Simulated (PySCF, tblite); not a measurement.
# C₈H₁₀Si₈: electronic excitations, NMR shifts

Wanted: electronic excitations, NMR shifts for C₈H₁₀Si₈.

Computed with tblite 0.8.0 and PySCF 2.14.0 and routines of our own; the level stands in each step. Atoms count from 0.

### Step 1. The starting structure

26 atoms, charge 0, multiplicity 1; geometry from: force field, distance geometry or constructed start.

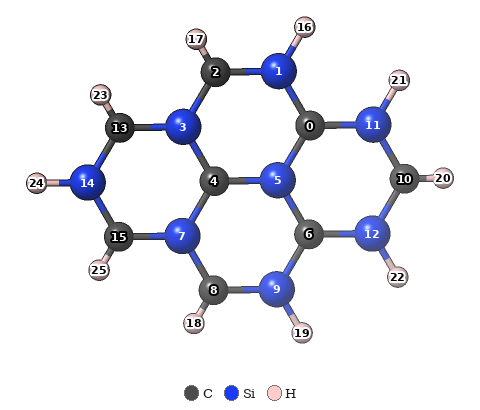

The starting geometry (carbon dark grey, silicon blue, hydrogen pink).

### Step 2. Geometry optimisation with GFN2-xTB

The job: settings as JSON, then the geometry in Å.

```
{"job": {"kind": "relax", "xc": "GFN2-xTB", "basis": "xTB"}, "charge": 0, "multiplicity": 1}
C      0.768300     2.229000    -0.001600
Si    -0.790000     3.128400    -0.006900
C     -2.331700     2.228500     0.001000
Si    -2.337600     0.445200    -0.006200
C     -0.787800    -0.455400     0.003400
Si     0.760100     0.440300    -0.002600
C      2.313700    -0.452500    -0.003300
Si    -0.783400    -2.241500     0.001500
C      0.766100    -3.141300    -0.000400
Si     2.310800    -2.245000     0.001600
C      3.861700     2.229600    -0.002100
Si     2.311100     3.123800    -0.000000
Si     3.860400     0.441500     0.005000
C     -3.884900    -0.454800    -0.002700
Si    -3.889300    -2.239100     0.000200
C     -2.338800    -3.138600     0.006300
H     -0.786400     4.567700     0.000900
H     -3.282000     2.772400    -0.001000
H      0.762800    -4.227400     0.002500
H      3.563500    -2.963300     0.002700
H      4.805500     2.779600     0.001500
H      2.312700     4.567300    -0.000200
H      5.114300    -0.274600     0.006600
H     -4.835300     0.086500    -0.001500
H     -5.133700    -2.961600     0.000900
H     -2.343000    -4.230100     0.002500
```

The run is started by

```bash
$ OMP_NUM_THREADS=1 python large_run.py task.json out
```

This one command runs all jobs of the session in turn.

The log of the run:

```text
step      E/eV     max force
  0    -970.76199    1.826
  1    -970.97912    0.900
  2    -971.09390    0.618
  3    -971.21764    0.683
  4    -971.28543    0.460
  5    -971.31764    0.282
  6    -971.32953    0.195
  7    -971.33542    0.166
  8    -971.33966    0.145
  9    -971.34582    0.207
 10    -971.35397    0.266
 11    -971.36178    0.221
 12    -971.36634    0.130
 13    -971.36863    0.087
 14    -971.37029    0.090
 15    -971.37205    0.102
 16    -971.37368    0.118
 17    -971.37481    0.082
 18    -971.37552    0.050
 19    -971.37596    0.035
 20    -971.37618    0.024
 21    -971.37627    0.020
 22    -971.37632    0.018
```

Run time: 1.4 s. Hardware: 1 thread of Arm Neoverse N1, shared host; peak memory 0.16 GiB.

The steps of the relaxation:

| step | energy from step 0 (eV) | largest force (eV/Å) |
| --- | --- | --- |
| 0 | 0.0000 | 1.8265 |
| 1 | -0.2171 | 0.8996 |
| 2 | -0.3319 | 0.6182 |
| 3 | -0.4556 | 0.6833 |
| 4 | -0.5234 | 0.4608 |
| 5 | -0.5557 | 0.2815 |
| 6 | -0.5675 | 0.1950 |
| 7 | -0.5734 | 0.1660 |
| 8 | -0.5777 | 0.1456 |
| 9 | -0.5838 | 0.2069 |
| 10 | -0.5920 | 0.2660 |
| 11 | -0.5998 | 0.2208 |
| 12 | -0.6044 | 0.1299 |
| 13 | -0.6066 | 0.0869 |
| 14 | -0.6083 | 0.0900 |
| 15 | -0.6101 | 0.1017 |
| 16 | -0.6117 | 0.1178 |
| 17 | -0.6128 | 0.0820 |
| 18 | -0.6135 | 0.0502 |
| 19 | -0.6140 | 0.0354 |
| 20 | -0.6142 | 0.0241 |
| 21 | -0.6143 | 0.0203 |
| 22 | -0.6143 | 0.0189 |

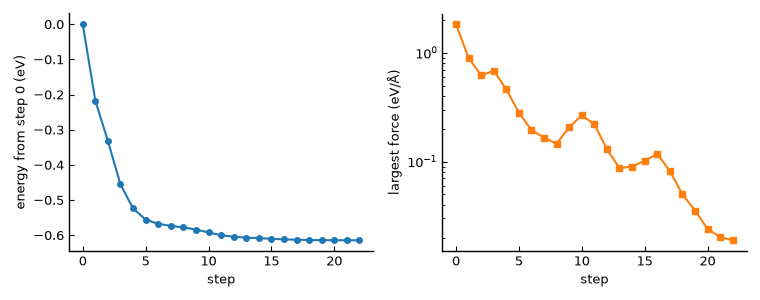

Energy and largest force along the relaxation.

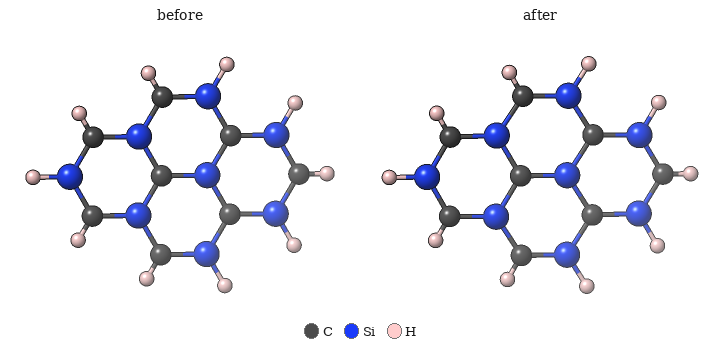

Before and after, at one scale.

Close pairs (by a distance rule), those that changed most:

| bond | before (Å) | after (Å) | change (Å) |
| --- | --- | --- | --- |
| C0–Si5 | 1.789 | 1.863 | +0.075 |
| Si5–C6 | 1.792 | 1.863 | +0.071 |
| C4–Si7 | 1.786 | 1.856 | +0.069 |
| Si3–C4 | 1.792 | 1.856 | +0.063 |
| C2–Si3 | 1.783 | 1.835 | +0.051 |
| Si7–C8 | 1.792 | 1.835 | +0.043 |
| C6–Si9 | 1.793 | 1.833 | +0.040 |
| Si1–H16 | 1.439 | 1.475 | +0.035 |

The next job starts from the end point, and lists it.

### Step 3. Electronic excitations: TDDFT PBE0/6-31G*

The job: settings as JSON, then the geometry in Å.

```
{"job": {"kind": "uv", "basis": "6-31G*", "grid": 1, "kgrid": 0, "vcut": 1.5, "nstates": 6, "ntriplets": 2, "tda": false, "delta": [], "pop": true, "xc": "PBE0"}, "charge": 0, "multiplicity": 1}
C      0.818902     2.291699    -0.002074
Si    -0.801837     3.147677    -0.001998
C     -2.346055     2.261202    -0.001659
Si    -2.447398     0.429404    -0.001710
C     -0.828998    -0.478204    -0.000811
Si     0.743742     0.429975    -0.001475
C      2.393962    -0.435236    -0.000103
Si    -0.852325    -2.333601     0.000948
C      0.785094    -3.161096     0.001654
Si     2.324881    -2.266850     0.001314
C      3.981944     2.300498     0.000708
Si     2.403564     3.170801    -0.000974
Si     3.947168     0.498393     0.002388
C     -4.000680    -0.506808    -0.001276
Si    -3.996164    -2.306454     0.000713
C     -2.439966    -3.210445     0.002494
H     -0.746334     4.621250    -0.001245
H     -3.279946     2.807867    -0.001708
H      0.792107    -4.243176     0.001848
H      3.628831    -2.955828     0.001931
H      4.918661     2.841506     0.001450
H      2.408307     4.644365    -0.000980
H      5.226120    -0.233564     0.005909
H     -4.936697     0.035931    -0.003005
H     -5.271427    -3.042474     0.001103
H     -2.438283    -4.292463     0.004521
```

Method: TDDFT PBE0/6-31G*, vertical, gas phase, core orbitals frozen in the response, virtual orbitals cut by energy.

The log of the run:

```text
start: PBE on a coarse grid of 26750 points
cycle   1  E = -2624.5919972319  dE =  2.159e+00  |g| = 1.486e+00  |ddm| = 5.619e+00
cycle   2  E = -2621.6769016375  dE =  2.915e+00  |g| = 3.018e+00  |ddm| = 5.209e+00
cycle   3  E = -2625.0759251097  dE = -3.399e+00  |g| = 5.989e-01  |ddm| = 4.466e+00
cycle   4  E = -2625.1965633253  dE = -1.206e-01  |g| = 3.740e-01  |ddm| = 1.301e+00
cycle   5  E = -2625.2354743826  dE = -3.891e-02  |g| = 1.867e-01  |ddm| = 5.355e-01
cycle   6  E = -2625.2462247073  dE = -1.075e-02  |g| = 4.217e-02  |ddm| = 2.340e-01
cycle   7  E = -2625.2464914096  dE = -2.667e-04  |g| = 3.373e-02  |ddm| = 7.520e-02
cycle   8  E = -2625.2468383044  dE = -3.469e-04  |g| = 5.444e-03  |ddm| = 3.815e-02
final grid: 110152 points
cycle   9  E = -2625.2398237573  dE = -1.173e-02  |g| = 2.651e-02  |ddm| = 3.916e-01
cycle  10  E = -2625.2396048519  dE =  2.189e-04  |g| = 3.880e-02  |ddm| = 8.836e-02
cycle  11  E = -2625.2401258878  dE = -5.210e-04  |g| = 1.056e-02  |ddm| = 5.514e-02
cycle  12  E = -2625.2401567557  dE = -3.087e-05  |g| = 3.682e-03  |ddm| = 1.253e-02
cycle  13  E = -2625.2401613970  dE = -4.641e-06  |g| = 1.461e-03  |ddm| = 5.098e-03
cycle  14  E = -2625.2401634703  dE = -2.073e-06  |g| = 4.744e-04  |ddm| = 2.004e-03
cycle  15  E = -2625.2401637627  dE = -2.924e-07  |g| = 1.767e-04  |ddm| = 6.495e-04
cycle  16  E = -2625.2401633408  dE =  4.219e-07  |g| = 6.575e-05  |ddm| = 3.010e-04
converged SCF energy = -2625.2401633408

Static polarisability (au): isotropic 322.093, principal 139.780 340.002 486.496

Singlet excitations
state   eV       nm        f      main configurations
  1   2.6812    462.4   0.14917   H->L 0.97
  2   2.9274    423.5   0.00280   H->L+1 0.60, H-1->L 0.37
  3   3.2948    376.3   0.00046   H-2->L 0.92
  4   3.3320    372.1   0.09829   H-1->L 0.40, H->L+2 0.30, H->L+1 0.23
  5   3.3986    364.8   0.05767   H->L+2 0.62, H-1->L 0.18, H->L+1 0.14
  6   3.7749    328.4   0.02913   H-3->L 0.41, H->L+3 0.25, H-2->L+1 0.17

Triplet excitations (Tamm-Dancoff, eV): 2.0996 2.5670
```

Run time: 80 s. Hardware: 1 thread of Arm Neoverse N1, shared host; peak memory 0.67 GiB.

The orbitals next to the gap, with their largest atomic shares:

| orbital | eV | atoms |
| --- | --- | --- |
| HOMO−4 | -6.96 | C10 28 %, Si14 14 %, C15 11 % |
| HOMO−3 | -6.55 | C8 13 %, C2 13 %, C6 11 % |
| HOMO−2 | -6.16 | C4 29 %, C8 17 %, C2 17 % |
| HOMO−1 | -6.02 | C10 15 %, Si14 15 %, C4 10 % |
| HOMO | -5.24 | C13 28 %, C15 28 %, C2 8 % |
| LUMO | -2.10 | Si12 30 %, Si11 30 %, Si9 9 % |
| LUMO+1 | -1.37 | Si14 20 %, Si7 10 %, Si3 10 % |
| LUMO+2 | -1.09 | Si5 31 %, Si1 16 %, Si9 16 % |
| LUMO+3 | -0.72 | Si9 16 %, Si1 15 %, Si3 11 % |

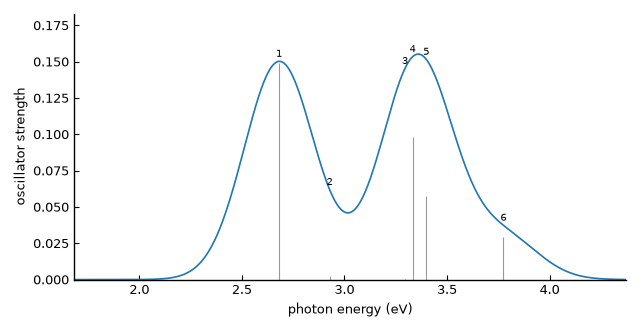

Absorption spectrum from the 6 singlet states computed; above the last one it falls off for lack of states. Lines are broadened to a width of 0.40 eV (Gaussian).

Further results of this job:

| property | computed |
| --- | --- |
| dipole moment (D) | 3.66 |
| polarisability (Å³) | 47.73 |
| HOMO–LUMO gap (eV) | 3.14 |
| −ε(HOMO) (eV) | 5.24 |

### Step 4. NMR shifts: GIAO KT3/pcSseg-1

Settings changed since step 3:

```diff
@@ -1,2 +1,2 @@
-{"job": {"kind": "uv", "basis": "6-31G*", "grid": 1, "kgrid": 0, "vcut": 1.5, "nstates": 6, "ntriplets": 2, "tda": false, "delta": [], "pop": true, "xc": "PBE0"}, "charge": 0, "multiplicity": 1}
+{"job": {"kind": "nmr", "xc": "KT3", "basis": "pcSseg-1", "pop": false}, "charge": 0, "multiplicity": 1}
 C      0.818902     2.291699    -0.002074
```

Level: GIAO KT3/pcSseg-1 NMR shielding, non-relativistic, gas phase.

The log of the run:

```text
start: PBE on a coarse grid of 26750 points
cycle   1  E = -2624.2941332862  dE =  2.059e+00  |g| = 1.522e+00  |ddm| = 5.883e+00
cycle   2  E = -2621.3699591635  dE =  2.924e+00  |g| = 3.084e+00  |ddm| = 4.993e+00
cycle   3  E = -2624.7621456327  dE = -3.392e+00  |g| = 6.277e-01  |ddm| = 4.440e+00
cycle   4  E = -2624.9015444883  dE = -1.394e-01  |g| = 3.555e-01  |ddm| = 1.278e+00
cycle   5  E = -2624.9328559639  dE = -3.131e-02  |g| = 1.888e-01  |ddm| = 4.823e-01
cycle   6  E = -2624.9432965538  dE = -1.044e-02  |g| = 4.557e-02  |ddm| = 2.294e-01
cycle   7  E = -2624.9436674836  dE = -3.709e-04  |g| = 3.213e-02  |ddm| = 7.297e-02
cycle   8  E = -2624.9439696522  dE = -3.022e-04  |g| = 5.981e-03  |ddm| = 3.471e-02
final grid: 220752 points
cycle   9  E = -2650.3233931018  dE = -5.983e-02  |g| = 3.412e-01  |ddm| = 6.018e-01
cycle  10  E = -2650.3264603738  dE = -3.067e-03  |g| = 1.747e-01  |ddm| = 2.635e-01
cycle  11  E = -2650.3252265040  dE =  1.234e-03  |g| = 1.063e-01  |ddm| = 2.324e-01
cycle  12  E = -2650.3295382301  dE = -4.312e-03  |g| = 1.516e-02  |ddm| = 1.447e-01
cycle  13  E = -2650.3296153339  dE = -7.710e-05  |g| = 4.925e-03  |ddm| = 2.129e-02
cycle  14  E = -2650.3296208180  dE = -5.484e-06  |g| = 1.731e-03  |ddm| = 7.163e-03
cycle  15  E = -2650.3296215747  dE = -7.567e-07  |g| = 7.801e-04  |ddm| = 2.607e-03
cycle  16  E = -2650.3296211067  dE =  4.680e-07  |g| = 2.793e-04  |ddm| = 1.064e-03
cycle  17  E = -2650.3296209182  dE =  1.885e-07  |g| = 9.936e-05  |ddm| = 4.084e-04
converged SCF energy = -2650.3296209182

GIAO shielding tensors (ppm)
atom      isotropic    diamagn.    paramagn.     s11        s22        s33       span
  0 C       91.217     278.127    -186.910     35.953     56.720    180.978    145.026
  1 Si     267.155     888.116    -620.961    104.861    339.499    357.106    252.245
  2 C       97.058     267.080    -170.022      4.705    112.198    174.271    169.565
  3 Si     255.742     891.962    -636.220    183.882    236.556    346.788    162.906
  4 C       97.451     283.872    -186.421     61.052     64.350    166.950    105.898
  5 Si     264.314     895.294    -630.980    189.394    248.299    355.249    165.855
  6 C       91.221     278.130    -186.909     35.970     56.710    180.982    145.012
  7 Si     255.783     891.954    -636.171    183.883    236.630    346.835    162.952
  8 C       97.053     267.068    -170.014      4.709    112.194    174.257    169.549
  9 Si     267.176     888.116    -620.939    104.835    339.524    357.170    252.334
 10 C       92.792     267.544    -174.751    -16.364    108.642    186.099    202.463
 11 Si     259.918     887.636    -627.719    101.399    320.514    357.840    256.442
 12 Si     259.939     887.637    -627.699    101.425    320.511    357.881    256.456
 13 C      108.986     266.281    -157.295     28.188    122.542    176.228    148.040
 14 Si     259.939     886.455    -626.516     92.212    324.999    362.606    270.394
 15 C      109.012     266.271    -157.258     28.249    122.543    176.246    147.998
 16 H       24.652      29.452      -4.800     19.757     23.977     30.221     10.464
 17 H       25.946      29.921      -3.976     22.620     27.072     28.145      5.525
 18 H       25.947      29.918      -3.971     22.624     27.074     28.145      5.521
 19 H       24.651      29.450      -4.799     19.758     23.975     30.219     10.461
 20 H       25.359      27.354      -1.995     23.278     26.125     26.674      3.396
 21 H       24.581      28.598      -4.016     19.826     23.848     30.071     10.245
 22 H       24.582      28.598      -4.016     19.827     23.847     30.071     10.244
 23 H       26.523      29.649      -3.127     22.854     27.788     28.926      6.071
 24 H       24.689      26.768      -2.079     20.509     22.934     30.625     10.115
 25 H       26.524      29.646      -3.122     22.857     27.785     28.930      6.074
```

Wall time 49 s (1 thread of Arm Neoverse N1, shared host); peak memory 0.59 GiB.

The references, computed at this level on geometries of the same kind, shield at (ppm): $^{1}$H TMS 31.76, $^{13}$C TMS 184.7, $^{29}$Si TMS 361.7. Their shielding less the atom's gives the shift. The references are single molecules in the gas phase. Atoms listed in one row are averaged.

| atoms | environment | σ (ppm) | δ (ppm) |
| --- | --- | --- | --- |
| C0, C6 | carbon bonded to 3 Si | 91.2 | 93.5 |
| C10 | carbon bonded to 2 Si, H | 92.8 | 91.9 |
| C2, C8 | carbon bonded to 2 Si, H | 97.1 | 87.7 |
| C4 | carbon bonded to 3 Si | 97.5 | 87.3 |
| C13, C15 | carbon bonded to 2 Si, H | 109.0 | 75.7 |
| H21, H22 | hydrogen on a silicon bonded to 2 C | 24.58 | 7.18 |
| H16, H19 | hydrogen on a silicon bonded to 2 C | 24.65 | 7.11 |
| H24 | hydrogen on a silicon bonded to 2 C | 24.69 | 7.07 |
| H20 | hydrogen on a carbon bonded to 2 Si | 25.36 | 6.40 |
| H17, H18 | hydrogen on a carbon bonded to 2 Si | 25.95 | 5.81 |
| H23, H25 | hydrogen on a carbon bonded to 2 Si | 26.52 | 5.24 |
| Si3, Si7 | silicon bonded to 3 C | 255.8 | 105.9 |
| Si11, Si12 | silicon bonded to 2 C, H | 259.9 | 101.7 |
| Si14 | silicon bonded to 2 C, H | 259.9 | 101.7 |
| Si5 | silicon bonded to 3 C | 264.3 | 97.4 |
| Si1, Si9 | silicon bonded to 2 C, H | 267.2 | 94.5 |

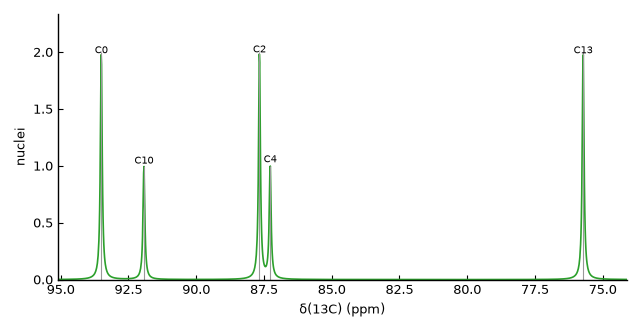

$^{13}$C lines at the computed shifts, without couplings. Lines are broadened to a width of 0.08 ppm (Lorentzian).

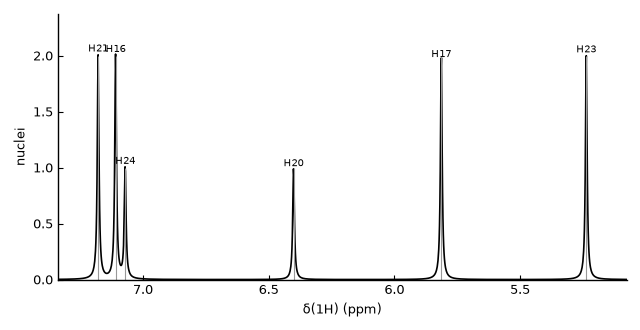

$^{1}$H lines at the computed shifts, without couplings. Lines are broadened to a width of 0.01 ppm (Lorentzian).

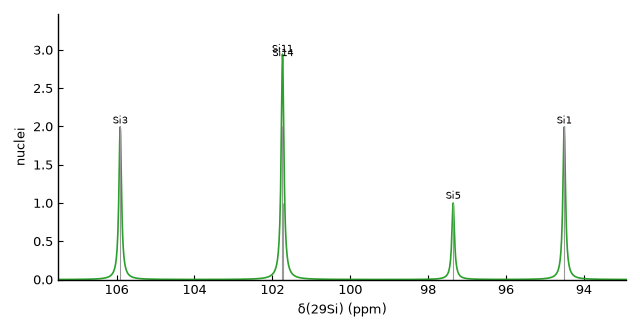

$^{29}$Si lines at the computed shifts, without couplings. Lines are broadened to a width of 0.08 ppm (Lorentzian).

Ring of atoms C0, Si1, C2, Si3, C4, Si5: NICS(0) -4.4, NICS(1) -3.4, NICS(1)zz -0.5 ppm (means of both faces).

Ring of atoms C0, Si5, C6, C10, Si11, Si12: NICS(0) -6.2, NICS(1) -5.3, NICS(1)zz -6.9 ppm (means of both faces).

Ring of atoms Si3, C4, Si7, C13, Si14, C15: NICS(0) -6.2, NICS(1) -5.1, NICS(1)zz -6.0 ppm (means of both faces).

### Step 5. Outcome

```
                                                                    quantity                                   value
                                                lowest singlet (PBE0/6-31G*)             2.68 eV (462 nm), f = 0.149
                                                              lowest triplet                                 2.10 eV
 $^{13}$C shifts against TMS (KT3/pcSseg-1, means over atoms taken as alike)        93.5, 91.9, 87.7, 87.3, 75.7 ppm
  $^{1}$H shifts against TMS (KT3/pcSseg-1, means over atoms taken as alike)  7.18, 7.11, 7.07, 6.40, 5.81, 5.24 ppm
$^{29}$Si shifts against TMS (KT3/pcSseg-1, means over atoms taken as alike)     105.9, 101.7, 101.7, 97.4, 94.5 ppm
```

The lowest singlet, at 2.68 eV, is HOMO→LUMO 0.97 and is bright. State 1 absorbs in the visible (462 nm). The lowest triplet lies 0.58 eV below the lowest singlet (triplets in Tamm-Dancoff, singlets in full TDDFT). At KT3/pcSseg-1: Shielding is most anisotropic at Si14 (span 270 ppm, paramagnetic term -627 ppm).
